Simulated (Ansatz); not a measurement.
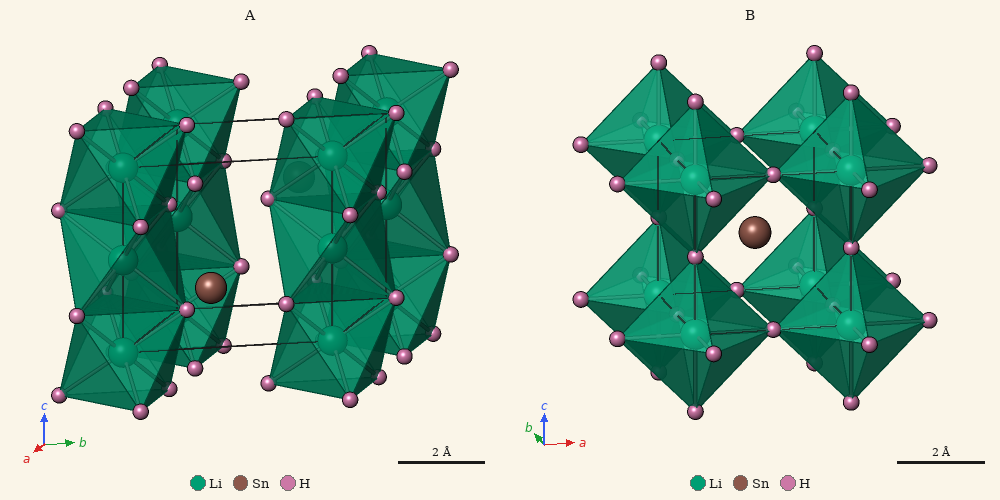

Two structures of LiSnH3, each relaxed to rest (conventional cells in solid outline, small ones repeated, not to one scale). Method: DFT PBE, scalar-relativistic, plane waves, PAW in Ansatz, without spin polarisation.

> What structure does each panel show?

A: 10 atoms a cell on a primitive hexagonal lattice, P6_3/mmc. B: cubic perovskite, Pm-3m.

> Which form lies lower?

B is lower, by 32 meV/atom at this level of theory (energies at zero smearing). Volumes: A 10.0, B 10.0 Å³/atom.

One or both may be structure types tried for this composition rather than known phases.
